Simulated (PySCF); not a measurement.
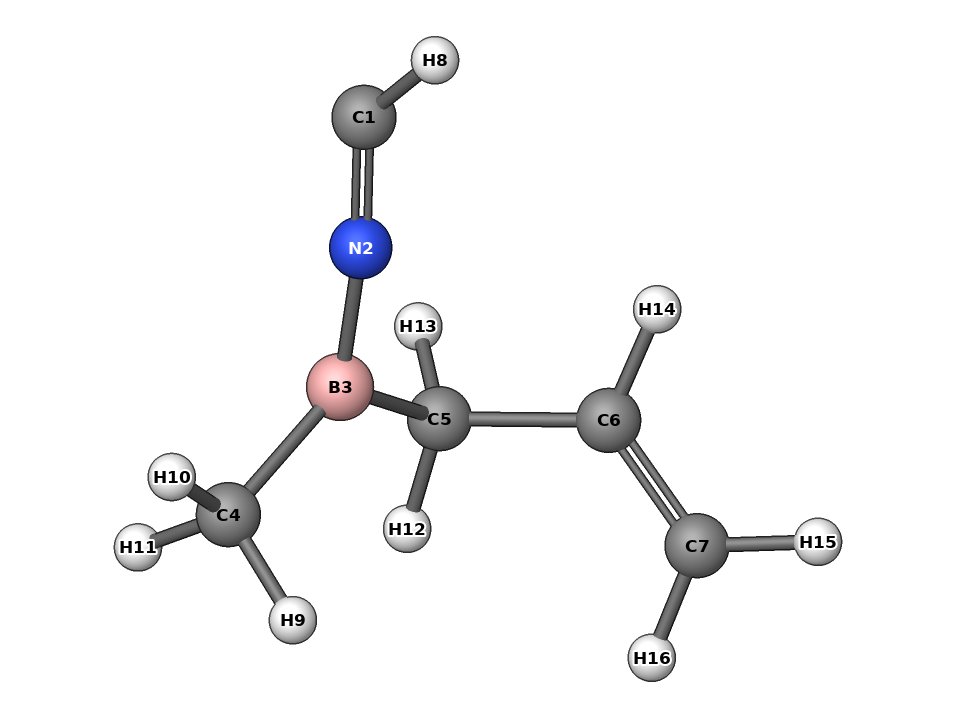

The questions are on Mulliken spin populations. Charge 0, doublet. Computed geometry: GFN2-xTB optimisation. No frequency run is at hand to confirm it as a minimum. Level of theory: UKS B3LYP, pcH-1 on B C H N, non-relativistic (PySCF 2.14.0).

Give the Mulliken spin populations atom by atom.

```tsv
atom	value (e)
C1	0.68
N2	0.06
B3	0.22
C4	−0.02
C5	−0.02
C6	0.00
C7	0.01
H8	0.06
H9	0.01
H10	0.00
H11	0.01
H12	0.00
H13	0.01
H14	0.00
H15	0.00
H16	0.00
```

Mulliken values depend strongly on the basis set. The geometry is semi-empirical. Around B such bond lengths and angles can be off by a tenth of an ångström or more and by several degrees, and values that hang on the shape move with them.
